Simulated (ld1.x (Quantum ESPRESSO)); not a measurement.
# Ru: generating and testing a TM potential

Aim: build the potential from the settings below, then test how well it stands in for the atom: other configurations, scattering, ghost states and the plane-wave cutoff that it needs.

Method: ld1.x (Quantum ESPRESSO) 7.5, PBE, scalar-relativistic.

## 1. Starting point

Typed settings, in words:

```
element                 : ruthenium (Ru, Z = 44)
type                    : norm-conserving Troullier–Martins (Kleinman–Bylander form)
frozen core             : [Kr]
valence charge          : 8
reference configuration : 4d7 5s1 5p0
partial waves           : 5s (bound): rc 2.05 bohr; 5p (bound, empty): rc 2.70 bohr; 4d (bound): rc 1.45 bohr
local potential         : all-electron potential smoothed inside 1.20 bohr (lloc = -1)
core correction         : not asked for
```

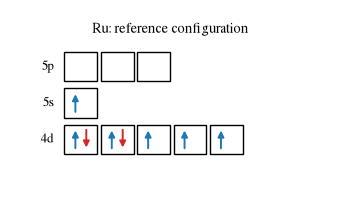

The outer shells as boxes. The arrows follow Hund's rule for the drawing; the calculation itself is spin-unpolarised.

An earlier all-electron run gives the scale for the radii.

All-electron outer shells of the reference configuration (PBE, scalar-relativistic, ld1.x):

```csv
shell,level (eV),outermost node (bohr),outermost maximum (bohr)
4s,-76.37,0.48,0.92
4p,-46.42,0.49,0.98
4d,-5.20,0.48,1.21
5s,-4.24,1.24,2.73
5p,-0.91,1.41,3.97
```

## 2. The generation run

Ru.in reads:

```
 &input
   title='Ru', zed=44., rel=1, dft='PBE', iswitch=3,
   config='[Kr] 4d7 5s1 5p0',
   nld=3, rlderiv=2.95, eminld=-2.0, emaxld=5.0, deld=0.02
 /
 &inputp
   pseudotype=2, tm=.true., lloc=-1, rcloc=1.20,
   nlcc=.false.,
   file_pseudopw='Ru.UPF', file_wfcaegen='ae.wfc', file_wfcncgen='nc.wfc', file_beta='beta', file_chi='chi'
 /
3
5S  1  0   1.00   0.00  2.05  2.05  0.0
5P  2  1   0.00   0.00  2.70  2.70  0.0
4D  3  2   7.00   0.00  1.45  1.45  0.0
 &test
   configts(1)='4d7 5s1 5p0'
 /
```

Launch:

```sh
$ ld1.x < Ru.in > Ru.out
```

Output in Ru.out (without the banner and most projector matrices):

```text
     Program LD1 v.7.5
     --------------------------- All-electron run ----------------------------

     Ru
     scalar relativistic calculation

     atomic number is 44.00
     dft =PBE   lsd =0 sic =0 latt =0  beta=0.20 tr2=1.0E-14
     Exchange-correlation= PBE
                           (   1   4   3   4   0   0   0)
     mesh =1233 r(mesh) = 101.06970 a.u. xmin = -7.00 dx = 0.01250
     1 Ry =  13.60569312 eV, c = 137.03599908

     n l     nl                  e(Ry)          e(Ha)          e(eV)
     1 0     1S 1( 2.00)     -1612.3846      -806.1923    -21937.6096
     2 0     2S 1( 2.00)      -231.8268      -115.9134     -3154.1644
     2 1     2P 1( 6.00)      -207.6229      -103.8115     -2824.8535
     3 0     3S 1( 2.00)       -40.8245       -20.4122      -555.4456
     3 1     3P 1( 6.00)       -32.8704       -16.4352      -447.2241
     4 0     4S 1( 2.00)        -5.6131        -2.8066       -76.3706
     4 1     4P 1( 6.00)        -3.4115        -1.7057       -46.4157
     3 2     3D 1(10.00)       -20.0737       -10.0369      -273.1169
     4 2     4D 1( 7.00)        -0.3823        -0.1912        -5.2021
     5 0     5S 1( 1.00)        -0.3116        -0.1558        -4.2393
     5 1     5P 1( 0.00)        -0.0671        -0.0335        -0.9124

     final scf error:  6.1E-15 reached in  31 iterations

     Etot =   -9061.510603 Ry,   -4530.755302 Ha, -123288.132501 eV

     Ekin =    9370.519994 Ry,    4685.259997 Ha,  127492.419439 eV
     Encl =  -21859.366718 Ry,  -10929.683359 Ha, -297411.835423 eV
     Eh   =    3694.086781 Ry,    1847.043390 Ha,   50260.611109 eV
     Exc  =    -266.750660 Ry,    -133.375330 Ha,   -3629.327625 eV

     normalization and overlap integrals

     s(1S/1S) =  1.000000  <r> =   0.0334  <r2> =    0.0015  r(max) =   0.0216
     s(2S/2S) =  1.000000  <r> =   0.1457  <r2> =    0.0250  r(max) =   0.1229
     s(2P/2P) =  1.000000  <r> =   0.1270  <r2> =    0.0197  r(max) =   0.0981
     s(3S/3S) =  1.000000  <r> =   0.4027  <r2> =    0.1856  r(max) =   0.3600
     s(3P/3P) =  1.000000  <r> =   0.4030  <r2> =    0.1888  r(max) =   0.3555
     s(4S/4S) =  1.000000  <r> =   1.0189  <r2> =    1.1771  r(max) =   0.9193
     s(4P/4P) =  1.000000  <r> =   1.1285  <r2> =    1.4617  r(max) =   0.9785
     s(3D/3D) =  1.000000  <r> =   0.3841  <r2> =    0.1767  r(max) =   0.3022
     s(4D/4D) =  1.000000  <r> =   1.7020  <r2> =    3.6414  r(max) =   1.2102
     s(5S/5S) =  1.000000  <r> =   3.3894  <r2> =   13.3290  r(max) =   2.7273
     s(5P/5P) =  1.000000  <r> =   5.3169  <r2> =   33.9885  r(max) =   3.9682

     ------------------------ End of All-electron run ------------------------

     --------------------- Generating NC pseudopotential ---------------------

      Generating local potential from pseudized AE potential:
      Matching radius rcloc =   1.2000

      Local pseudo, rcloc= 1.210 Estimated cut-off energy=    17.14 Ry

      Wfc   5S  rcut= 2.046  Using Troullier-Martins method

      Wfc   5P  rcut= 2.693  Using Troullier-Martins method

      Wfc   4D  rcut= 1.442  Using Troullier-Martins method

     ------------------- End of pseudopotential generation -------------------

     [... the all-electron block is printed once more ...]


     Computing logarithmic derivative in   2.95820
     Computing logarithmic derivative in   2.95820
     Computing the partial wave expansion
     R is outside the sphere for l=    0 j= 0.00
     R is outside the sphere for l=    1 j= 0.00
     R is outside the sphere for l=    2 j= 0.00

     ---------------------- Testing the pseudopotential ----------------------

     Ru
     scalar relativistic calculation

     atomic number is 44.00   valence charge is  8.00
     dft =PBE   lsd =0 sic =0 latt =0  beta=0.20 tr2=1.0E-14
     mesh =1233 r(mesh) = 101.06970 xmin = -7.00 dx = 0.01250

     n l     nl             e AE (Ry)        e PS (Ry)    De AE-PS (Ry)
     3 2     4D   1( 7.00)       -0.38235       -0.38235       -0.00000
     1 0     5S   1( 1.00)       -0.31159       -0.31158       -0.00000
     2 1     5P   1( 0.00)       -0.06706       -0.06706       -0.00000

     eps = 1.4E-15  iter =  8

     Etot =   -9061.510603 Ry,   -4530.755302 Ha, -123288.132501 eV
     Etotps =   -32.353901 Ry,     -16.176950 Ha,    -440.197242 eV

     Ekin =      33.600864 Ry,      16.800432 Ha,     457.163044 eV
     Encl =     -94.637179 Ry,     -47.318590 Ha,   -1287.604419 eV
     Ehrt =      31.229159 Ry,      15.614579 Ha,     424.894348 eV
     Ecxc =      -6.313148 Ry,      -3.156574 Ha,     -85.894748 eV
     Epseu=       3.766404 Ry,       1.883202 Ha,      51.244533 eV

     ---------------------- End of pseudopotential test ----------------------
```

Wall time 1.5 s (1 thread of Neoverse-V1, shared host). This counts the later configuration tests of the new file too.

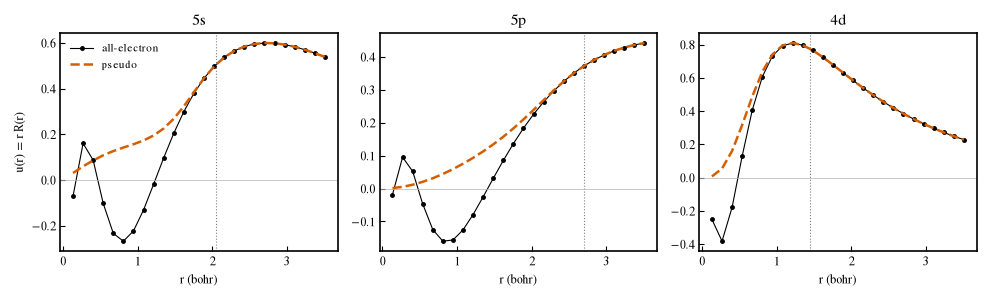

All-electron and pseudo partial waves (5s, 5p, 4d), with the matching radii dotted. The curves join 26 sampled radii, too few to resolve the innermost nodes.

## 3. Transferability test

Ru.test.in reads:

```
 &input
   title='Ru', zed=44., rel=1, dft='PBE', iswitch=2,
   config='[Kr] 4d7 5s1 5p0'
 /
 &test
   file_pseudo='Ru.UPF', nconf=8,
   configts(1)='4d7 5s1 5p0',
   configts(2)='4d7 5s0 5p0',
   configts(3)='4d6 5s0 5p0',
   configts(4)='4d5 5s0 5p0',
   configts(5)='4d4 5s0 5p0',
   configts(6)='4d7 5s0.5 5p0',
   configts(7)='4d7 5s0 5p1',
   configts(8)='4d8 5s0 5p0'
 /
```

Launch:

```sh
$ ld1.x < Ru.test.in > Ru.test.out
```

Ru.test.out, the pseudopotential blocks, each with the warnings that came before it:

```text
     ---------------------- Testing the pseudopotential ----------------------

     Ru
     scalar relativistic calculation

     atomic number is 44.00   valence charge is  8.00
     dft =PBE   lsd =0 sic =0 latt =0  beta=0.20 tr2=1.0E-14
     mesh =1233 r(mesh) = 101.06970 xmin = -7.00 dx = 0.01250

     n l     nl             e AE (Ry)        e PS (Ry)    De AE-PS (Ry)
     3 2     4D   1( 7.00)       -0.38235       -0.38235       -0.00000
     1 0     5S   1( 1.00)       -0.31159       -0.31158       -0.00000
     2 1     5P   1( 0.00)       -0.06706       -0.06706       -0.00000

     eps = 4.9E-15  iter =  8

     Etot =   -9061.510603 Ry,   -4530.755302 Ha, -123288.132501 eV
     Etotps =   -32.353900 Ry,     -16.176950 Ha,    -440.197237 eV

     Ekin =      33.600864 Ry,      16.800432 Ha,     457.163046 eV
     Encl =     -94.637179 Ry,     -47.318589 Ha,   -1287.604414 eV
     Ehrt =      31.229158 Ry,      15.614579 Ha,     424.894346 eV
     Ecxc =      -6.313148 Ry,      -3.156574 Ha,     -85.894748 eV
     Epseu=       3.766404 Ry,       1.883202 Ha,      51.244533 eV

     ---------------------- End of pseudopotential test ----------------------

     ---------------------- Testing the pseudopotential ----------------------

     Ru
     [...]
     n l     nl             e AE (Ry)        e PS (Ry)    De AE-PS (Ry)
     3 2     4D   1( 7.00)       -0.92189       -0.91825       -0.00364
     1 0     5S   1( 0.00)       -0.77142       -0.76834       -0.00307
     2 1     5P   1( 0.00)       -0.44984       -0.44841       -0.00144

     eps = 5.5E-15  iter = 12

     Etot =   -9060.974636 Ry,   -4530.487318 Ha, -123280.840289 eV
     Etotps =   -31.818960 Ry,     -15.909480 Ha,    -432.919009 eV
     dEtot_ae =       0.535968 Ry
     dEtot_ps =       0.534940 Ry,   Delta E=       0.001028 Ry

     [...]
     ---------------------- End of pseudopotential test ----------------------

     Warning: n=2, l=1 expected 0 nodes, found 1
     ---------------------- Testing the pseudopotential ----------------------

     Ru
     [...]
     n l     nl             e AE (Ry)        e PS (Ry)    De AE-PS (Ry)
     3 2     4D   1( 6.00)       -1.77401       -1.77362       -0.00039
     1 0     5S   1( 0.00)       -1.40128       -1.39647       -0.00481
     2 1     5P   1( 0.00)       -0.98924       -0.98924        0.00000

     eps = 2.3E-15  iter =  7

     Etot =   -9059.637961 Ry,   -4529.818980 Ha, -123262.653900 eV
     Etotps =   -30.484908 Ry,     -15.242454 Ha,    -414.768298 eV
     dEtot_ae =       1.872643 Ry
     dEtot_ps =       1.868993 Ry,   Delta E=       0.003650 Ry

     [...]
     ---------------------- End of pseudopotential test ----------------------

     Warning: n=1, l=0 expected 0 nodes, found 1
     ---------------------- Testing the pseudopotential ----------------------

     Ru
     [...]
     n l     nl             e AE (Ry)        e PS (Ry)    De AE-PS (Ry)
     3 2     4D   1( 5.00)       -2.74533       -2.75625        0.01092  !
     1 0     5S   1( 0.00)       -2.11289       -2.11289        0.00000
     2 1     5P   1( 0.00)       -1.61922       -1.61922        0.00000

     eps = 1.8E-16  iter = 10

     Etot =   -9057.387242 Ry,   -4528.693621 Ha, -123232.031306 eV
     Etotps =   -28.229426 Ry,     -14.114713 Ha,    -384.080906 eV
     dEtot_ae =       4.123362 Ry
     dEtot_ps =       4.124474 Ry,   Delta E=      -0.001112 Ry

     [...]
     ---------------------- End of pseudopotential test ----------------------

     ---------------------- Testing the pseudopotential ----------------------

     Ru
     [...]
     n l     nl             e AE (Ry)        e PS (Ry)    De AE-PS (Ry)
     3 2     4D   1( 4.00)       -3.81315       -3.84150        0.02835  !
     1 0     5S   1( 0.00)       -2.89250       -3.60902        0.71652  !
     2 1     5P   1( 0.00)       -2.32348       -2.32348        0.00000

     eps = 5.2E-15  iter =  9

     Etot =   -9054.115645 Ry,   -4527.057823 Ha, -123187.518967 eV
     Etotps =   -24.938221 Ry,     -12.469110 Ha,    -339.301780 eV
     dEtot_ae =       7.394958 Ry
     dEtot_ps =       7.415679 Ry,   Delta E=      -0.020721 Ry

     [...]
     ---------------------- End of pseudopotential test ----------------------

     ---------------------- Testing the pseudopotential ----------------------

     Ru
     [...]
     n l     nl             e AE (Ry)        e PS (Ry)    De AE-PS (Ry)
     3 2     4D   1( 7.00)       -0.64088       -0.63944       -0.00145
     1 0     5S   1( 0.50)       -0.53337       -0.53243       -0.00093
     2 1     5P   1( 0.00)       -0.24815       -0.24782       -0.00033

     eps = 3.9E-15  iter = 27

     Etot =   -9061.300168 Ry,   -4530.650084 Ha, -123285.269375 eV
     Etotps =   -32.143612 Ry,     -16.071806 Ha,    -437.336116 eV
     dEtot_ae =       0.210436 Ry
     dEtot_ps =       0.210289 Ry,   Delta E=       0.000147 Ry

     [...]
     ---------------------- End of pseudopotential test ----------------------

     ---------------------- Testing the pseudopotential ----------------------

     Ru
     [...]
     n l     nl             e AE (Ry)        e PS (Ry)    De AE-PS (Ry)
     3 2     4D   1( 7.00)       -0.49723       -0.49655       -0.00068
     1 0     5S   1( 0.00)       -0.39102       -0.38990       -0.00112
     2 1     5P   1( 1.00)       -0.12647       -0.12627       -0.00020

     eps = 3.3E-15  iter = 10

     Etot =   -9061.256214 Ry,   -4530.628107 Ha, -123284.671360 eV
     Etotps =   -32.099895 Ry,     -16.049947 Ha,    -436.741317 eV
     dEtot_ae =       0.254389 Ry
     dEtot_ps =       0.254005 Ry,   Delta E=       0.000384 Ry

     [...]
     ---------------------- End of pseudopotential test ----------------------

     ---------------------- Testing the pseudopotential ----------------------

     Ru
     [...]
     n l     nl             e AE (Ry)        e PS (Ry)    De AE-PS (Ry)
     3 2     4D   1( 8.00)       -0.23162       -0.23040       -0.00122
     1 0     5S   1( 0.00)       -0.24960       -0.25119        0.00159
     2 1     5P   1( 0.00)       -0.03818       -0.03932        0.00114

     eps = 1.6E-15  iter =  9

     Etot =   -9061.535057 Ry,   -4530.767529 Ha, -123288.465213 eV
     Etotps =   -32.376679 Ry,     -16.188340 Ha,    -440.507159 eV
     dEtot_ae =      -0.024454 Ry
     dEtot_ps =      -0.022779 Ry,   Delta E=      -0.001675 Ry

     [...]
     ---------------------- End of pseudopotential test ----------------------
```

Energies count from the reference configuration 4d7 5s1 5p0; the error is all-electron less pseudo. A star marks tests that logged a warning.

```tsv
valence configuration	charge	ΔE all-electron (eV)	error AE − PS (meV)
4d7 5s0 5p0	+1	7.292	+14
4d6 5s0 5p0 *	+2	25.479	+50
4d5 5s0 5p0 *	+3	56.101	-15
4d4 5s0 5p0	+4	100.614	-282
4d7 5s0.5 5p0	+0.5	2.863	+2.0
4d7 5s0 5p1	0	3.461	+5.2
4d8 5s0 5p0	0	-0.333	-23
```

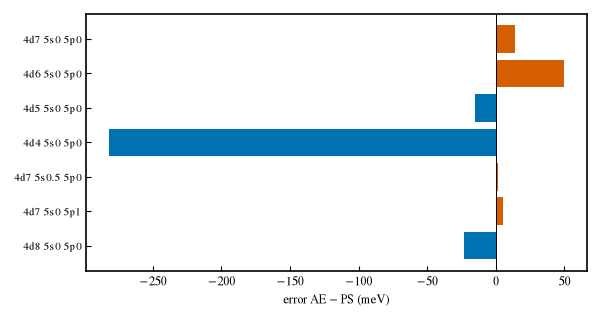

Error of the potential in each test configuration.

## 4. Scattering by logarithmic derivatives

Taken from the files of the generation run. The phase is arctan(r·u′/u) with u = r·R, unwrapped, with energies in Ry. A pole is an energy at which the radial function vanishes at the test radius. The pseudo phase is shifted by a multiple of π to meet the all-electron one at the reference energy. Levels narrower than the energy grid can be missing from the poles. The last column is the largest difference on the grid between −1 and +1 Ry.

```tsv
channel	radius (bohr)	reference (Ry)	poles AE	poles PS	window around the reference with phases within 0.05 rad (Ry)	largest difference near zero (rad)
s	2.96	-0.31	1.27	0.90, 2.28	below 0.8	0.063
p	2.96	-0.07	2.29	1.86	below 1.6	0.036
d	2.96	-0.38	-0.17, 4.23	-0.18, 4.19	the whole range	0.001
```

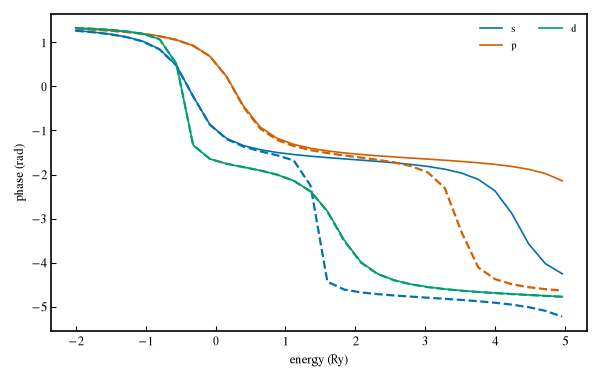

Phases by channel: all-electron solid, pseudo dashed.

## 5. Plane-wave convergence, by spherical Bessel functions

This step uses the generator's waves and projectors in a separate script. Basis: spherical Bessel functions vanishing at 20 bohr, q² up to the cutoff; potential fixed at the reference.

All-electron valence levels (Ry): 5s -0.3116, 5p -0.0671, 4d -0.3824. The lowest levels of each channel (Ry) by cutoff; the last column sums, over occupied levels, occupation times the distance from the level at 400 Ry. A positive value at high cutoff is not a bound level.

| cutoff (Ry) | s #1 | s #2 | p #1 | p #2 | d #1 | f #1 | Σ f·Δε (mRy) |
| --- | --- | --- | --- | --- | --- | --- | --- |
| 8 | -2.9609 | -0.2729 | -0.0672 | 0.0530 | 0.0414 | 0.1082 | 3004.8 |
| 12 | -6.4598 | -0.3019 | -0.5740 | -0.0665 | -0.0105 | 0.1082 | 2612.3 |
| 21 | -10.1340 | -0.3105 | -3.2305 | -0.0669 | -0.2218 | 0.1082 | 1125.2 |
| 30 | -11.1664 | -0.3108 | -4.5232 | -0.0670 | -0.3235 | 0.1082 | 412.4 |
| 40 | -11.7414 | -0.3114 | -5.1349 | -0.0670 | -0.3709 | 0.1082 | 80.0 |
| 50 | -11.9867 | -0.3114 | -5.4349 | -0.0670 | -0.3805 | 0.1082 | 13.2 |
| 55 | -12.0422 | -0.3115 | -5.4965 | -0.0670 | -0.3816 | 0.1082 | 5.5 |
| 70 | -12.1124 | -0.3115 | -5.5824 | -0.0670 | -0.3823 | 0.1082 | 0.5 |
| 90 | -12.1241 | -0.3116 | -5.6068 | -0.0670 | -0.3823 | 0.1082 | 0.3 |
| 400 | -12.1269 | -0.3116 | -5.6110 | -0.0670 | -0.3823 | 0.1082 | 0.0 |

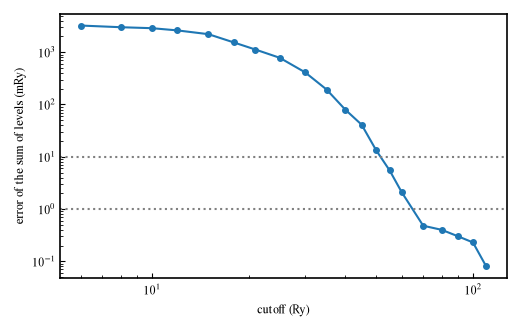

Occupation-weighted error of the valence levels against the cutoff; the dotted lines mark 10 and 1 mRy.

The sum stays within 10 mRy from 55 Ry and within 1 mRy from 70 Ry. The sum leaves out empty levels, which can need more. Ghost test: ghost states, bound below the all-electron valence or empty levels of the same l: s at -165.0 eV, p at -76.3 eV.

## 6. Summary of results

| quantity | value |
| --- | --- |
| cutoffs for 10 and 1 mRy, occupied levels | 55 Ry and 70 Ry |
| bound ghosts | s at -165.00 eV, p at -76.34 eV |
| largest test error (AE − PS) | -282 meV, for 4d4 5s0 5p0 |
| largest phase difference near zero energy, channels read | 0.063 rad |

What this shows: A bound ghost (s, p) makes it unfit for use: electrons can fall into a state that the atom doesn't have. The worst unpolarised test, 4d4 5s0 5p0, is off by 282 meV on 100.6 eV; by total energies transferability rates as fair for so large an energy. That test lies far up in energy; among those under 40 eV, nearer to bonding, the largest error is 50 meV. By its cutoff, 55 Ry for the looser tolerance, it is of middling hardness. The slowest occupied level is 4d: taken alone it needs 55 Ry to come within 1 mRy, against 30 Ry for 5s. Of the channels read, s scatters worst near zero energy, by up to 0.06 rad. In the p channel the atom's pole at 2.29 Ry sits lower, at 1.86 Ry, in the pseudo curve.
